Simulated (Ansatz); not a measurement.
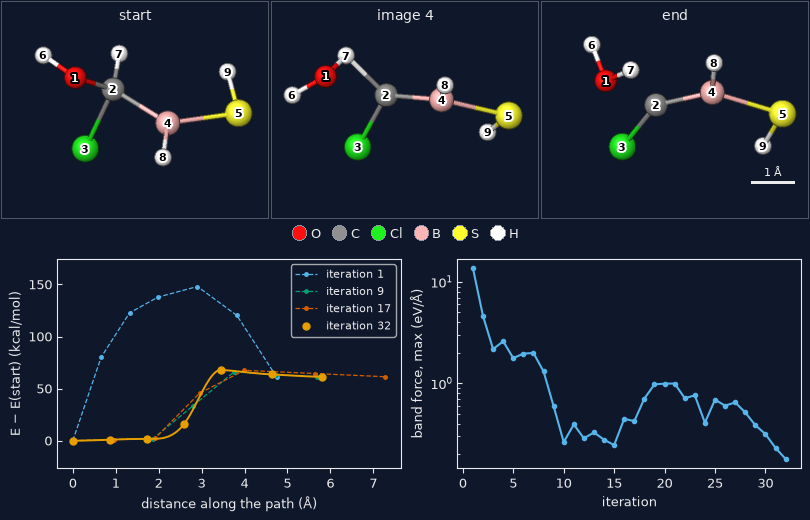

NEB run on CH$_{4}$BClOS. Images are numbered from 0 (start) to 6 (end). The plot follows the band through its iterations. A ball-and-stick model, seen from a free direction.

These are results of UKS BLYP/def2-SVP (Ansatz), not measurements. Run with 5 movable images; climbing image; force threshold 0.2 eV/Å; iteration limit 60; starting path through a guess of the saddle point.

Judge this run.

Answer. The run is converged, with reservations. The band converged in 32 iterations. The largest component of the band force went from 14 to 0.18 eV/Å. The climbing image converged on the top of the path. Its curvatures weren't checked. The force threshold is loose. The first iteration put the highest image at 148.1 kcal/mol. The highest point, image 4, lies 68.0 kcal/mol above the start and 6.6 kcal/mol above the end; the end is at +61.4 kcal/mol relative to the start.
